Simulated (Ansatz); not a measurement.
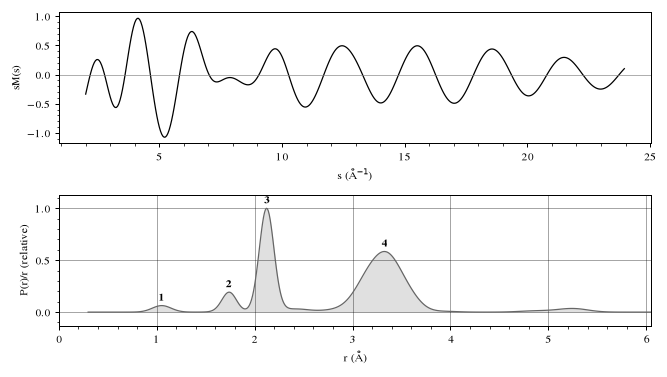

Simulated gas electron diffraction: reduced molecular intensity sM(s) from the Debye equation in the first Born approximation (top) and the radial distribution curve (bottom) of Cl3H4NOSi. Each pair of atoms contributes with weight ZᵢZⱼ/r; damping constant 0.0015 Å²; vibrational amplitudes assumed, not computed: 0.05 Å for bonds, 0.078 Å for bonds to H, 0.06 + 0.015 r up to 0.15 Å for other pairs. The geometry is the end point of an optimisation (Ansatz, UKS PBE/STO-3G); it may be a saddle point or a higher isomer.

Assign the numbered peaks of the radial distribution curve (– bonded, ··· not bonded).

Answer. Peak 1, 1.05 Å: O–H 1.03 Å, N–H 1.05–1.06 Å (×3)
Peak 2, 1.74 Å: Si–O 1.74 Å
Peak 3, 2.12 Å: Cl–Si 2.12–2.13 Å (×3)
Peak 4, 3.32 Å: Cl···O 3.12–3.24 Å (×3), Cl···N 3.28–3.37 Å (×2), Cl···Cl 3.35–3.55 Å (×3), not resolved
